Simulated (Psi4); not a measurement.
## Polarizability calculation of SnCl₂

SnCl₂, SMILES [Cl][Sn][Cl], computed with wB97/def2-TZVPP, RKS, core potentials def2 (Psi4 1.11).

The geometry comes from this level: GFN2-xTB.

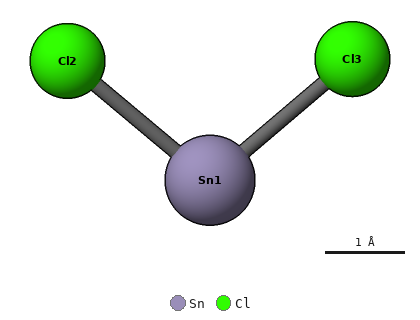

Fig. 1: The structure as given in the input (ball-and-stick view, seen on its broad side; atoms are numbered from 1 in the order of the input). Sticks mark near contacts.

Key numbers:

- outcome: converged
- total energy: −1134.879647 hartree
- basis functions: 134
- HOMO: −10.41 eV
- LUMO: −1.26 eV
- dipole moment: 3.52 D
- hardware: 1 thread of AMD EPYC (Zen 3), 16 GiB of memory available, shared host
- wall time: 18 s
- peak memory: 0.57 GiB

Input file (input.dat):
```
memory 1.6 GB

molecule {
  0 1
  Sn     0.004910    -0.007160    -1.023740
  Cl     1.812600    -0.019020     0.521020
  Cl    -1.817510     0.026180     0.502720
}

set {
  basis def2-TZVPP
}

energy_value, wavefunction = properties("wb97", properties=['dipole_polarizabilities'], return_wfn=True)
```

Run as:
```bash
psi4 input.dat output.dat -n 1
```

Log:
```
Psi4 1.11 release

   => Loading Basis Set <=

    Name: DEF2-TZVPP
    Role: ORBITAL
    Keyword: BASIS

    !!!  WARNING: ECP capability is in beta. Please check occupations closely.  !!!

         ---------------------------------------------------------
                                   SCF
                              RKS Reference
                        1 Threads,   1525 MiB Core
         ---------------------------------------------------------

  ==> Geometry <==

    Molecular point group: cs
    Full point group: Cs

    Geometry (in Angstrom), charge = 0, multiplicity = 1:

       Center              X                  Y                   Z               Mass
    ------------   -----------------  -----------------  -----------------  -----------------
         SN          -0.002762481433    -0.565737851974     0.000000000000   119.902201630000
         CL          -1.810459656759     0.979059278920     0.000000000000    34.968852682000
         CL           1.819931732059     0.960758839049     0.000000000000    34.968852682000

  Running in cs symmetry.

  Rotational constants: A =      0.16183  B =      0.07315  C =      0.05038 [cm^-1]
  Rotational constants: A =   4851.46719  B =   2193.04665  C =   1510.32337 [MHz]
  Nuclear repulsion =  208.601236606419718

  Charge       = 0
  Multiplicity = 1
  Electrons    = 56
  Nalpha       = 28
  Nbeta        = 28

  ==> Algorithm <==

  SCF Algorithm Type is DF.
  DIIS enabled.
  MOM disabled.
  Fractional occupation disabled.
  Guess Type is SAD.
  Energy threshold   = 1.00e-06
  Density threshold  = 1.00e-06
  Integral threshold = 1.00e-12

  ==> Primary Basis <==

  Basis Set: DEF2-TZVPP
    Blend: DEF2-TZVPP
    Number of shells: 44
    Number of basis functions: 134
    Number of Cartesian functions: 155
    Spherical Harmonics?: true
    Max angular momentum: 3

  Core potential: DEF2-TZVPP
    Number of shells: 4
    Number of ECP primitives: 18
    Number of ECP core electrons: 28
    Max angular momentum: 3

  ==> DFT Potential <==

   => LibXC <=

    Version 7.1.2

   => Composite Functional: WB97 <=

    wB97 GGA Exchange-Correlation Functional

    Deriv               =              1
    GGA                 =           TRUE
    Meta                =          FALSE

    Exchange Hybrid     =          FALSE
    MP2 Hybrid          =          FALSE

   => Exchange-Correlation Functionals <=

    1.0000   wB97 range-separated functional

   => Exact (HF) Exchange <=

    1.0000            HF,LR [omega = 0.4000]

   => LibXC Density Thresholds  <==

    XC_HYB_GGA_XC_WB97:  1.00E-14

   => Molecular Quadrature <=

    Radial Scheme          =       TREUTLER
    Pruning Scheme         =           NONE
    Nuclear Scheme         =       TREUTLER

    Blocking Scheme        =         OCTREE
    BS radius alpha        =              1
    Pruning alpha          =              1
    Radial Points          =             75
    Spherical Points       =            302
    Total Points           =          64640
    Total Blocks           =            569
    Max Points             =            256
    Max Functions          =            120
    Weights Tolerance      =       1.00E-15

   => Loading Basis Set <=

    Name: (DEF2-TZVPP AUX)
    Role: JKFIT
    Keyword: DF_BASIS_SCF

  ==> Integral Setup <==

  DFHelper Memory: AOs need 0.184 GiB; user supplied 0.947 GiB.
  SCF_SUBTYPE=INCORE selected. In-core MEM_DF algorithm will be used.
  Using in-core AOs.

  ==> MemDFJK: Density-Fitted J/K Matrices <==

    J tasked:                   Yes
    K tasked:                    No
    wK tasked:                  Yes
    Omega:                4.000E-01
    Memory [MiB]:               969
    Algorithm:                 Core
    Schwarz Cutoff:           1E-12
    Mask sparsity (%):       6.6607
    Fitting Condition:        1E-10

   => Auxiliary Basis Set <=

  Basis Set: (DEF2-TZVPP AUX)
    Blend: DEF2-UNIVERSAL-JKFIT
    Number of shells: 122
    Number of basis functions: 474
    Number of Cartesian functions: 619
    Spherical Harmonics?: true
    Max angular momentum: 5

  Cached 100.0% of DFT collocation blocks in 0.171 [GiB].

  Minimum eigenvalue in the overlap matrix is 4.2092105916E-03.
  Reciprocal condition number of the overlap matrix is 1.0640955389E-03.
    Using symmetric orthogonalization.

  ==> Pre-Iterations <==

  SCF Guess: Superposition of Atomic Densities via on-the-fly atomic UHF (no occupation information).

 WARNING: Atomic UHF is not converging! Try casting from a smaller basis or call Rob at CCMST.
   -------------------------
    Irrep   Nso     Nmo
   -------------------------
     A'        89      89
     A"        45      45
   -------------------------
    Total     134     134
   -------------------------

  ==> Iterations <==

                           Total Energy        Delta E     RMS |[F,P]|

   @DF-RKS iter SAD: -1133.18951935841460   -1.13319e+03   0.00000e+00
   @DF-RKS iter   1: -1134.76366464689795   -1.57415e+00   6.04198e-03 DIIS/ADIIS
   @DF-RKS iter   2: -1134.84432625607337   -8.06616e-02   3.90601e-03 DIIS/ADIIS
   @DF-RKS iter   3: -1134.87910686556529   -3.47806e-02   2.39056e-04 DIIS/ADIIS
   @DF-RKS iter   4: -1134.87953097073682   -4.24105e-04   1.03922e-04 DIIS/ADIIS
   @DF-RKS iter   5: -1134.87963575669232   -1.04786e-04   2.69877e-05 DIIS
   @DF-RKS iter   6: -1134.87964604166928   -1.02850e-05   9.61422e-06 DIIS
   @DF-RKS iter   7: -1134.87964698632823   -9.44659e-07   2.83882e-06 DIIS
   @DF-RKS iter   8: -1134.87964712050712   -1.34179e-07   1.09160e-06 DIIS
   @DF-RKS iter   9: -1134.87964713150450   -1.09974e-08   3.33685e-07 DIIS
  Energy and wave function converged.

  ==> Post-Iterations <==

   Electrons on quadrature grid:
      Ntotal   =   56.0000044318 ; deviation = 4.432e-06

    Orbital Energies [Eh]
    ---------------------

    Doubly Occupied:

       1Ap  -100.905848     2Ap  -100.905793     3Ap    -9.384645
       4Ap    -9.384586     5Ap    -7.191331     6Ap    -7.191273
       1App   -7.187863     2App   -7.187805     7Ap    -7.186473
       8Ap    -7.186415     9Ap    -5.184493     3App   -3.567322
      10Ap    -3.559869    11Ap    -3.557265    12Ap    -1.196489
       4App   -1.193111    13Ap    -1.191177     5App   -1.190877
      14Ap    -1.185135    15Ap    -0.947804    16Ap    -0.927932
      17Ap    -0.611738    18Ap    -0.478437    19Ap    -0.455000
       6App   -0.450201     7App   -0.430278    20Ap    -0.420592
      21Ap    -0.382607

    Virtual:

       8App   -0.046161    22Ap     0.039462    23Ap     0.046394
       9App    0.156072    24Ap     0.172117    25Ap     0.179999
      26Ap     0.210690    10App    0.251960    11App    0.253992
      27Ap     0.272216    28Ap     0.286091    29Ap     0.310543
      30Ap     0.429273    31Ap     0.453041    32Ap     0.460275
      12App    0.461723    13App    0.478627    33Ap     0.489798
      14App    0.530041    34Ap     0.540855    15App    0.547213
      35Ap     0.554691    36Ap     0.576333    16App    0.596213
      17App    0.613169    37Ap     0.630362    38Ap     0.640807
      39Ap     0.672325    18App    0.755130    40Ap     0.815244
      41Ap     0.817615    19App    0.842385    42Ap     0.922680
      43Ap     0.939935    20App    0.962572    21App    0.995553
      44Ap     1.019978    45Ap     1.030242    46Ap     1.137613
      47Ap     1.150107    22App    1.187072    23App    1.188293
      48Ap     1.223133    49Ap     1.305992    50Ap     1.403907
      24App    1.864599    51Ap     1.866793    25App    1.869820
      52Ap     1.877621    53Ap     1.949949    26App    1.958624
      27App    1.975686    54Ap     1.976240    55Ap     2.007628
      56Ap     2.024940    28App    2.173799    57Ap     2.185865
      58Ap     2.187634    29App    2.201355    30App    2.213276
      59Ap     2.214356    31App    2.214502    60Ap     2.214561
      61Ap     2.215543    32App    2.237211    33App    2.237893
      62Ap     2.248857    63Ap     2.311292    64Ap     2.328624
      65Ap     2.360778    34App    2.371043    35App    2.382394
      66Ap     2.414506    36App    2.422201    67Ap     2.486251
      68Ap     2.487456    37App    2.492739    69Ap     2.507253
      38App    2.583754    70Ap     2.655879    71Ap     2.656054
      72Ap     2.858115    73Ap     3.441812    39App    8.108947
      74Ap     8.113751    40App    8.115315    75Ap     8.119313
      76Ap     8.171822    41App    8.183275    42App    8.191176
      77Ap     8.224675    78Ap     8.245323    79Ap     8.248362
      43App   10.748418    80Ap    10.748559    44App   10.755442
      81Ap    10.775073    82Ap    10.905492    83Ap    10.923210
      84Ap    24.851025    85Ap    24.947032    86Ap    36.254138
      45App   37.025796    87Ap    37.136829    88Ap    37.159085
      89Ap   113.793815

    Final Occupation by Irrep:
             Ap   App
    DOCC [    21,    7 ]
    NA   [    21,    7 ]
    NB   [    21,    7 ]

  @DF-RKS Final Energy: -1134.87964713150450

   => Energetics <=

    Nuclear Repulsion Energy =            208.6012366064197181
    One-Electron Energy =               -2064.1469269245717442
    Two-Electron Energy =                 783.7623813803547819
    DFT Exchange-Correlation Energy =     -63.0963381937071475
    Empirical Dispersion Energy =           0.0000000000000000
    VV10 Nonlocal Energy =                  0.0000000000000000
    Total Energy =                      -1134.8796471315044982

Computation Completed

Properties will be evaluated at   0.000000,   0.000000,   0.000000 [a0]

Properties computed using the WB97 density matrix

 Multipole Moments:

 ------------------------------------------------------------------------------------
     Multipole            Electronic (a.u.)      Nuclear  (a.u.)        Total (a.u.)
 ------------------------------------------------------------------------------------

 L = 1.  Multiply by 2.5417464519 to convert [e a0] to [Debye]
 Dipole X            :         -0.1954802            0.1894463           -0.0060339
 Dipole Y            :        -40.1823082           38.7973534           -1.3849548
 Dipole Z            :          0.0000000            0.0000000            0.0000000
 Magnitude           :                                                    1.3849679

 ------------------------------------------------------------------------------------

         ---------------------------------------------------------
                       CPSCF Linear Response Solver
         ---------------------------------------------------------

   ==> Requested Responses <==

    Dipole polarizabilities

   ==> Coupled-Perturbed RKS Solver <==

    Maxiter             =         100
    Convergence         =   1.000E-06
    Number of equations =           3
   -----------------------------------------------------
     Iter   Residual RMS      Max RMS  Remain  Time [s]
   -----------------------------------------------------
    Guess      2.495e+00    2.677e+00       3         0
        1      9.688e-01    1.071e+00       3         1
        2      3.308e-01    3.840e-01       3         2
        3      1.092e-01    1.269e-01       3         3
        4      3.640e-02    4.319e-02       3         4
        5      1.168e-02    1.340e-02       3         5
        6      3.412e-03    4.972e-03       3         6
        7      9.438e-04    1.284e-03       3         7
        8      2.146e-04    2.965e-04       3         7
        9      5.819e-05    9.605e-05       3         8
       10      1.672e-05    2.522e-05       3         9
       11      5.190e-06    7.618e-06       3        10
       12      1.551e-06    2.449e-06       2        11
       13      4.784e-07    7.937e-07       0        12
   -----------------------------------------------------

    Solver has converged.

   ==> Response Properties <==

    => Dipole polarizabilities <=

              X          Y          Z
    ----- ---------- ---------- ----------
      X     76.41918   -0.07642    0.00000
      Y     -0.07642   62.19799   -0.00000
      Z      0.00000   -0.00000   43.27470

	total time  =         17 seconds =       0.28 minutes

    Psi4 run time: 0:00:16.97
```

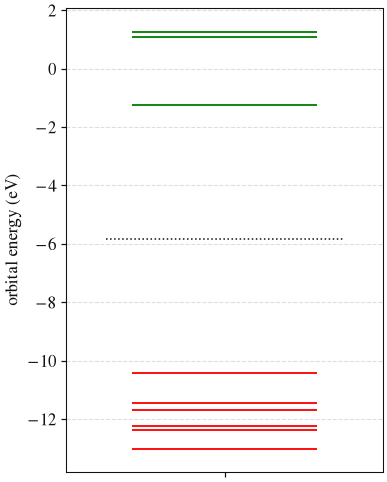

Fig. 2: Orbital energies near the frontier; the dotted line parts filled from empty levels, and levels within 0.02 eV of each other stand side by side. Highest filled −10.41 eV, lowest empty −1.26 eV, 9.15 eV apart.
